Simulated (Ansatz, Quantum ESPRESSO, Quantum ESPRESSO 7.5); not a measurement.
# From contact to tunnelling: vacuum gaps between two Pb(100) faces

How fast does transmission decay with width? The series: vacuum gaps between two Pb(100) faces.

Main program and level: Quantum ESPRESSO 7.5; plane-wave DFT, LDA, GBRV ultrasoft pseudopotentials (cross-check by Ansatz 0.2.0 with PAW datasets).

**1. Set-up**

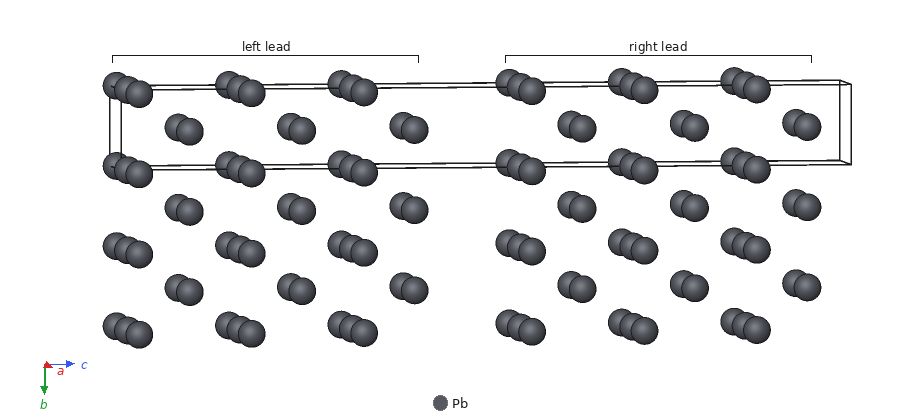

Start, viewed from the side, with the c axis across the page; lead dark grey. 2×3×1 cells are drawn. Some periodic images of atoms are drawn too.

The cell holds 12 atoms: 12 Pb. Cell: a = 3.557 Å, b = 3.557 Å, c = 32.665 Å, α = 90.0°, β = 90.0°, γ = 90.0°. It derives from Pb. Regions: left lead, 6 atoms (6 Pb); right lead, 6 atoms (6 Pb). The structure is stacked along c, and the current runs across the ab planes.

As a file:

```cif
data_structure
_symmetry_space_group_name_H-M 'P 1'
_symmetry_Int_Tables_number 1
_cell_length_a 3.5567
_cell_length_b 3.5567
_cell_length_c 32.6650
_cell_angle_alpha 90.000
_cell_angle_beta 90.000
_cell_angle_gamma 90.000
_cell_volume 413.23
loop_
_atom_site_label
_atom_site_type_symbol
_atom_site_fract_x
_atom_site_fract_y
_atom_site_fract_z
_atom_site_occupancy
Pb1 Pb 0.00000 0.00000 0.00000 1
Pb2 Pb 0.50000 0.50000 0.07699 1
Pb3 Pb 0.00000 0.00000 0.15399 1
Pb4 Pb 0.50000 0.50000 0.23098 1
Pb5 Pb 0.00000 0.00000 0.30797 1
Pb6 Pb 0.50000 0.50000 0.38497 1
Pb7 Pb 0.00000 0.00000 0.53804 1
Pb8 Pb 0.50000 0.50000 0.61503 1
Pb9 Pb 0.00000 0.00000 0.69203 1
Pb10 Pb 0.50000 0.50000 0.76902 1
Pb11 Pb 0.00000 0.00000 0.84601 1
Pb12 Pb 0.50000 0.50000 0.92301 1
```

**2. SCF with pw.x, 5 Å**

One periodic cell holds a stretch of lead, the junction and more lead; the atoms stay as built.

j0.scf.in reads:

```
&control
  prefix = 'j0.scf'
  outdir = './out'
  pseudo_dir = './pseudo'
  calculation = 'scf'
  tprnfor = .true.
/
&system
  ibrav = 0
  nat = 12
  ntyp = 1
  ecutwfc = 40
  ecutrho = 200
  occupations = 'smearing'
  smearing = 'mv'
  degauss = 0.01
/
&electrons
  conv_thr = 1e-07
  mixing_beta = 0.25
  electron_maxstep = 120
  mixing_mode = 'local-TF'
/
ATOMIC_SPECIES
  Pb  207.2000  pb_lda_v1.uspp.F.UPF
CELL_PARAMETERS angstrom
  3.55674710936833 0.00000000000000 0.00000000000000
  0.00000000000000 3.55674710936833 0.00000000000000
  0.00000000000000 0.00000000000000 32.66500000000000
ATOMIC_POSITIONS crystal
  Pb  0.000000000000 0.000000000000 0.000000000000
  Pb  0.500000000000 0.500000000000 0.076993724170
  Pb  0.000000000000 0.000000000000 0.153987448339
  Pb  0.500000000000 0.500000000000 0.230981172509
  Pb  0.000000000000 0.000000000000 0.307974896678
  Pb  0.500000000000 0.500000000000 0.384968620848
  Pb  0.000000000000 0.000000000000 0.538037654982
  Pb  0.500000000000 0.500000000000 0.615031379152
  Pb  0.000000000000 0.000000000000 0.692025103322
  Pb  0.500000000000 0.500000000000 0.769018827491
  Pb  0.000000000000 0.000000000000 0.846012551661
  Pb  0.500000000000 0.500000000000 0.923006275830
K_POINTS automatic
  7 7 1 0 0 0
```

The run is started by

```bash
$ OMP_NUM_THREADS=1 mpirun -n 4 pw.x -nk 2 -in j0.scf.in > j0.scf.out
```

The program printed:

```text
Program PWSCF v.7.5 starts
[citation notice left out]

     Parallel version (MPI & OpenMP), running on       4 processor cores
     Number of MPI processes:                 4
     Threads/MPI process:                     1

     MPI processes distributed on     1 nodes
[...]
Current dimensions of program PWSCF are:
     Max number of different atomic species (ntypx) = 10
     Max number of k-points (npk) =  40000
     Max angular momentum in pseudopotentials (lmaxx) =  4
     Message from routine setup:
     using ibrav=0 with symmetry is DISCOURAGED, use correct ibrav instead

     K-points division:     npool     =       2
     R & G space division:  proc/nbgrp/npool/nimage =       2
     Subspace diagonalization in iterative solution of the eigenvalue problem:
     a serial algorithm will be used

     Parallelization info
     --------------------
     sticks:   dense  smooth     PW     G-vecs:    dense   smooth      PW
     Min         358     288     88                66532    47676    7782
     Max         359     289     89                66557    47701    7801
     Sum         717     577    177               133089    95377   15583

     Using Slab Decomposition

     bravais-lattice index     =            0
     lattice parameter (alat)  =       6.7213  a.u.
     unit-cell volume          =    2788.5937 (a.u.)^3
     number of atoms/cell      =           12
     number of atomic types    =            1
     number of electrons       =       168.00
     number of Kohn-Sham states=          101
     kinetic-energy cutoff     =      40.0000  Ry
     charge density cutoff     =     200.0000  Ry
     scf convergence threshold =      1.0E-07
     mixing beta               =       0.2500
     number of iterations used =            8  local-TF  mixing
     Exchange-correlation= SLA  PZ   NOGX NOGC
                           (   1   1   0   0   0   0   0)

     celldm(1)=   6.721278  celldm(2)=   0.000000  celldm(3)=   0.000000
     celldm(4)=   0.000000  celldm(5)=   0.000000  celldm(6)=   0.000000

     crystal axes: (cart. coord. in units of alat)
               a(1) = (   1.000000   0.000000   0.000000 )
               a(2) = (   0.000000   1.000000   0.000000 )
               a(3) = (   0.000000   0.000000   9.183953 )

     reciprocal axes: (cart. coord. in units 2 pi/alat)
               b(1) = (  1.000000  0.000000  0.000000 )
               b(2) = (  0.000000  1.000000  0.000000 )
               b(3) = (  0.000000  0.000000  0.108886 )

     PseudoPot. # 1 for Pb read from file:
     ./pseudo/pb_lda_v1.uspp.F.UPF
     Pseudo is Ultrasoft + core correction, Zval = 14.0
     Generated by new atomic code, or converted to UPF format
     Using radial grid of  899 points,  6 beta functions with:
                l(1) =   0
                l(2) =   0
                l(3) =   1
                l(4) =   1
                l(5) =   2
                l(6) =   2
     Q(r) pseudized with  6 coefficients,  rinner =    1.000   1.000   1.000
                                                       1.000   1.000

     atomic species   valence    mass     pseudopotential
     Pb               14.00   207.20000     Pb( 1.00)

      8 Sym. Ops. (no inversion) found

   Cartesian axes

     site n.     atom                  positions (alat units)
         1        Pb     tau(   1) = (   0.0000000   0.0000000   0.0000000  )
         2        Pb     tau(   2) = (   0.5000000   0.5000000   0.7071068  )
         3        Pb     tau(   3) = (   0.0000000   0.0000000   1.4142136  )
         4        Pb     tau(   4) = (   0.5000000   0.5000000   2.1213203  )
         5        Pb     tau(   5) = (   0.0000000   0.0000000   2.8284271  )
         6        Pb     tau(   6) = (   0.5000000   0.5000000   3.5355339  )
         7        Pb     tau(   7) = (   0.0000000   0.0000000   4.9413128  )
         8        Pb     tau(   8) = (   0.5000000   0.5000000   5.6484196  )
         9        Pb     tau(   9) = (   0.0000000   0.0000000   6.3555264  )
        10        Pb     tau(  10) = (   0.5000000   0.5000000   7.0626331  )
        11        Pb     tau(  11) = (   0.0000000   0.0000000   7.7697399  )
        12        Pb     tau(  12) = (   0.5000000   0.5000000   8.4768467  )

     number of k points=    10  Marzari-Vanderbilt smearing, width (Ry)=  0.0100
                       cart. coord. in units 2pi/alat
        k(    1) = (   0.0000000   0.0000000   0.0000000), wk =   0.0408163
        k(    2) = (   0.0000000   0.1428571   0.0000000), wk =   0.1632653
        k(    3) = (   0.0000000   0.2857143   0.0000000), wk =   0.1632653
        k(    4) = (   0.0000000   0.4285714   0.0000000), wk =   0.1632653
        k(    5) = (   0.1428571   0.1428571   0.0000000), wk =   0.1632653
        k(    6) = (   0.1428571   0.2857143   0.0000000), wk =   0.3265306
        k(    7) = (   0.1428571   0.4285714   0.0000000), wk =   0.3265306
        k(    8) = (   0.2857143   0.2857143   0.0000000), wk =   0.1632653
        k(    9) = (   0.2857143   0.4285714   0.0000000), wk =   0.3265306
        k(   10) = (   0.4285714   0.4285714   0.0000000), wk =   0.1632653

     Dense  grid:   133089 G-vectors     FFT dimensions: (  32,  32, 288)

     Smooth grid:    95377 G-vectors     FFT dimensions: (  27,  27, 250)

     Estimated max dynamical RAM per process >     225.76 MB

     Estimated total dynamical RAM >     870.55 MB

     Check: negative core charge=   -0.000009

     Initial potential from superposition of free atoms

     starting charge     167.9785, renormalised to     168.0000

     negative rho (up, down):  1.839E-01 0.000E+00
     Starting wfcs are  108 randomized atomic wfcs

     total cpu time spent up to now is        3.2 secs

     per-process dynamical memory:   110.3 Mb

     Self-consistent Calculation

     iteration #  1     ecut=    40.00 Ry     beta= 0.25
     Davidson diagonalization with overlap
     ethr =  1.00E-02,  avg # of iterations =  2.2

     Threshold (ethr) on eigenvalues was too large:
     Diagonalizing with lowered threshold

     Davidson diagonalization with overlap
     ethr =  1.19E-04,  avg # of iterations =  3.6

     negative rho (up, down):  1.832E-01 0.000E+00

     total cpu time spent up to now is       19.1 secs

     total energy              =   -1968.27290911 Ry
     estimated scf accuracy    <       0.20894679 Ry

     iteration #  2     ecut=    40.00 Ry     beta= 0.25
[...]
negative rho (up, down):  1.814E-01 0.000E+00

[...]
total energy              =   -1968.25351233 Ry
[...]
-7.8802  -7.8710  -7.8613  -7.8544  -7.8533  -7.8398  -7.8268  -7.8268
    -7.8263  -7.8263  -7.8244  -7.8156  -7.8002  -7.7897  -7.7780  -7.7780
    -7.7703  -7.7703  -7.7673  -7.7500  -7.7487  -7.7487  -7.7394  -7.7210
    -7.7210  -7.7178  -7.7175  -7.7175  -7.6949  -7.6949  -7.6922  -7.6739
    -7.6739  -7.6656  -7.6566  -7.6488  -7.6374  -7.6374  -7.6357  -7.6313
    -7.6196  -7.6158  -7.6158  -7.5998  -7.5921  -7.5921  -7.5792  -7.5595
    -7.5595  -7.5567  -7.5229  -7.5229  -2.3188  -2.2285  -2.0292  -1.7522
    -1.4212  -1.0094  -0.5522  -0.0017   0.5434   1.1388   1.6437   2.0851
     6.1780   6.7179   7.2252   8.3458   8.8893  10.2817  10.7837  11.1285
    11.1285  11.2464  11.2464  11.4881  11.4881  11.8235  11.8235  12.2157
    12.2157  12.2597  12.7011  12.7011  12.7025  13.2159  13.2159  13.8290
    13.8291  14.1228  14.3987  14.4039  14.4039

          k = 0.0000 0.1429 0.0000 ( 11925 PWs)   bands (ev):

    -7.9503  -7.9502  -7.9192  -7.9190  -7.8862  -7.8762  -7.8700  -7.8697
    -7.8589  -7.8519  -7.8427  -7.8414  -7.8385  -7.8285  -7.8284  -7.8183
    -7.8181  -7.8180  -7.8034  -7.7972  -7.7859  -7.7848  -7.7831  -7.7812
    -7.7799  -7.7682  -7.7678  -7.7547  -7.7506  -7.7472  -7.7394  -7.7251
    -7.7237  -7.7230  -7.7210  -7.7182  -7.7075  -7.6961  -7.6888  -7.6857
    -7.6704  -7.6696  -7.6570  -7.6528  -7.6525  -7.6519  -7.6413  -7.6380
    -7.6343  -7.6229  -7.6205  -7.6164  -7.6043  -7.5931  -7.5865  -7.5841
    -7.5674  -7.5530  -7.5454  -7.5288  -2.0714  -1.9814  -1.7832  -1.5085
    -1.1817  -0.7773  -0.3313   0.2010   0.7209   1.2765   1.7348   2.1242
     6.4659   6.8877   7.2630   8.0398   8.3765   9.1655   9.5481   9.5525
     9.7718  10.1853  10.4902  10.8433  10.8743  11.4171  11.5260  11.5298
    11.7629  12.0736  12.0863  12.3181  12.4640  12.4719  12.9312  13.0250
    13.4262  13.7156  13.8759  14.0155  14.2086

          k = 0.0000 0.2857 0.0000 ( 11932 PWs)   bands (ev):

    -7.9051  -7.9051  -7.8856  -7.8855  -7.8518  -7.8516  -7.8414  -7.8410
    -7.8388  -7.8321  -7.8161  -7.8128  -7.8107  -7.8064  -7.8063  -7.8040
    -7.8016  -7.8014  -7.8009  -7.7966  -7.7865  -7.7726  -7.7725  -7.7721
    -7.7704  -7.7650  -7.7635  -7.7557  -7.7481  -7.7467  -7.7460  -7.7452
    -7.7333  -7.7308  -7.7297  -7.7151  -7.6977  -7.6837  -7.6835  -7.6752
    -7.6751  -7.6748  -7.6710  -7.6589  -7.6589  -7.6536  -7.6399  -7.6391
    -7.6274  -7.6273  -7.6230  -7.6179  -7.6127  -7.6114  -7.6080  -7.6024
    -7.5822  -7.5687  -7.5463  -7.5427  -1.3362  -1.2496  -1.0582  -0.7962
    -0.4903  -0.1205   0.2738   0.7239   1.1306   1.5164   1.7898   2.0019
     6.5082   6.5190   6.7063   6.7467   7.1332   7.2297   7.5209   7.7368
     8.2861   8.4636   8.9821   9.1147   9.6574  10.0775  10.6334  10.8349
    11.0877  12.2459  12.3403  12.4018  12.5432  12.8227  12.9448  13.0289
    13.1462  13.5416  13.7312  13.9502  13.9545

          k = 0.0000 0.4286 0.0000 ( 11900 PWs)   bands (ev):

    -7.8747  -7.8747  -7.8706  -7.8706  -7.8603  -7.8602  -7.8403  -7.8400
    -7.8225  -7.8225  -7.8198  -7.8197  -7.8165  -7.8163  -7.8161  -7.8158
    -7.8058  -7.8048  -7.7947  -7.7937  -7.7882  -7.7841  -7.7740  -7.7735
    -7.7720  -7.7714  -7.7677  -7.7659  -7.7645  -7.7606  -7.7555  -7.7494
    -7.7416  -7.7247  -7.7239  -7.7147  -7.6892  -7.6863  -7.6860  -7.6842
    -7.6600  -7.6500  -7.6470  -7.6446  -7.6343  -7.6309  -7.6280  -7.6278
    -7.6193  -7.6109  -7.6071  -7.5970  -7.5834  -7.5826  -7.5823  -7.5812
    -7.5578  -7.5562  -7.5511  -7.5502  -0.1759  -0.1055   0.0554   0.2636
     0.4858   0.7179   0.9181   1.0803   1.1513   1.1532   1.1656   1.1879
     5.4205   5.4272   5.6595   5.6854   6.1278   6.1564   6.6294   6.7029
     7.2544   7.3820   7.9403   8.5325   8.9096   9.6707  10.2060  10.6872
    11.4721  11.5062  12.1440  12.1987  13.3202  13.3572  13.4954  13.5463
    13.6760  13.8432  13.9856  14.0021  14.0251

          k = 0.1429 0.1429 0.0000 ( 11927 PWs)   bands (ev):

    -7.9127  -7.9126  -7.8878  -7.8877  -7.8583  -7.8581  -7.8566  -7.8559
    -7.8466  -7.8387  -7.8316  -7.8315  -7.8259  -7.8234  -7.8165  -7.8056
    -7.8051  -7.7993  -7.7975  -7.7919  -7.7883  -7.7876  -7.7773  -7.7770
    -7.7747  -7.7629  -7.7578  -7.7465  -7.7452  -7.7442  -7.7427  -7.7406
    -7.7381  -7.7355  -7.7189  -7.7145  -7.7137  -7.6922  -7.6921  -7.6887
    -7.6868  -7.6788  -7.6732  -7.6630  -7.6576  -7.6547  -7.6471  -7.6415
    -7.6412  -7.6375  -7.6223  -7.6207  -7.6185  -7.5994  -7.5960  -7.5940
    -7.5717  -7.5702  -7.5608  -7.5234  -1.8245  -1.7353  -1.5386  -1.2669
    -0.9452  -0.5490  -0.1151   0.3989   0.8941   1.4130   1.8307   2.1786
     6.7495   7.0827   7.3807   8.0081   8.2782   8.9975   9.3208   9.5086
     9.6192   9.8488   9.9997  10.1259  10.1686  10.3428  10.5410  10.5674
    10.9878  11.0083  11.4378  11.5009  11.5961  12.0089  12.1051  12.5722
    12.6707  13.1041  13.3227  13.3427  13.4352

          k = 0.1429 0.2857 0.0000 ( 11889 PWs)   bands (ev):

    -7.8740  -7.8739  -7.8644  -7.8644  -7.8486  -7.8483  -7.8361  -7.8360
    -7.8236  -7.8222  -7.8174  -7.8139  -7.8069  -7.8027  -7.7995  -7.7933
    -7.7916  -7.7889  -7.7879  -7.7837  -7.7793  -7.7746  -7.7724  -7.7644
    -7.7632  -7.7584  -7.7582  -7.7515  -7.7504  -7.7457  -7.7439  -7.7309
    -7.7291  -7.7252  -7.7214  -7.7067  -7.7028  -7.6946  -7.6886  -7.6843
    -7.6805  -7.6781  -7.6727  -7.6668  -7.6641  -7.6559  -7.6553  -7.6544
    -7.6391  -7.6317  -7.6258  -7.6240  -7.6215  -7.6085  -7.6046  -7.5912
    -7.5858  -7.5762  -7.5589  -7.5352  -1.0925  -1.0076  -0.8193  -0.5623
    -0.2638   0.0955   0.4765   0.9088   1.2961   1.6597   1.9161   2.1164
     6.7895   6.7967   6.9755   7.0087   7.3812   7.4512   7.7649   7.9122
     8.4542   8.5570   9.0131   9.0696   9.7205   9.7877  10.1276  10.3019
    10.6185  10.7691  10.8471  10.9380  11.0990  11.5353  11.7241  12.1097
    12.1593  12.6648  12.9338  13.2124  13.3751

[...]
the Fermi energy is     9.1146 ev

!    total energy              =   -1968.26162602 Ry
     estimated scf accuracy    <       0.00000003 Ry
     smearing contrib. (-TS)   =      -0.00046474 Ry
     internal energy E=F+TS    =   -1968.26116128 Ry

     The total energy is F=E-TS. E is the sum of the following terms:
     one-electron contribution =    -899.00941944 Ry
     hartree contribution      =     566.33942797 Ry
     xc contribution           =    -756.88530891 Ry
     ewald contribution        =    -878.70586090 Ry

     convergence has been achieved in  11 iterations

     negative rho (up, down):  1.864E-01 0.000E+00

     Forces acting on atoms (cartesian axes, Ry/au):

     atom    1 type  1   force =     0.00000000    0.00000000    0.00343155
     atom    2 type  1   force =     0.00000000    0.00000000   -0.00317316
     atom    3 type  1   force =     0.00000000    0.00000000    0.00040197
     atom    4 type  1   force =     0.00000000    0.00000000   -0.00101827
     atom    5 type  1   force =     0.00000000    0.00000000    0.01008474
     atom    6 type  1   force =     0.00000000    0.00000000   -0.01438317
     atom    7 type  1   force =     0.00000000    0.00000000    0.01434361
     atom    8 type  1   force =     0.00000000    0.00000000   -0.01007691
     atom    9 type  1   force =     0.00000000    0.00000000    0.00102789
     atom   10 type  1   force =     0.00000000    0.00000000   -0.00039473
     atom   11 type  1   force =     0.00000000    0.00000000    0.00319817
     atom   12 type  1   force =     0.00000000    0.00000000   -0.00344168

     Total force =     0.025733     Total SCF correction =     0.001112

[...]
=------------------------------------------------------------------------------=
   JOB DONE.
=------------------------------------------------------------------------------=
```

The job ended after 2.1 min (4 MPI ranks of Arm Neoverse V1, shared host; peak memory 1 GiB).

This step gave:

| Quantity | Value |
| --- | --- |
| free energy | -26779.5637 eV |
| Fermi energy | 9.115 eV |

The run needed 11 iterations to bring the estimated error under 1e-07 Ry; the largest force on any atom, held or free, is 0.37 eV/Å.

[end of part 1 of 5]

[Logs are printed without paths, hosts, clocks, repeated set-up lines and the standing remarks that a program may print on its own settings, such as how far it seeks lower states.]

[Hosts, paths, dates, database ids (printed as entryN), source tags and the programs' standing remarks are cut or masked in the printed files.]

[Maps of the electrostatic potential energy from Ansatz leave out the sawtooth potential of an applied field or a dipole correction, so their vacuum need not be flat; planar profiles and work functions include it.]
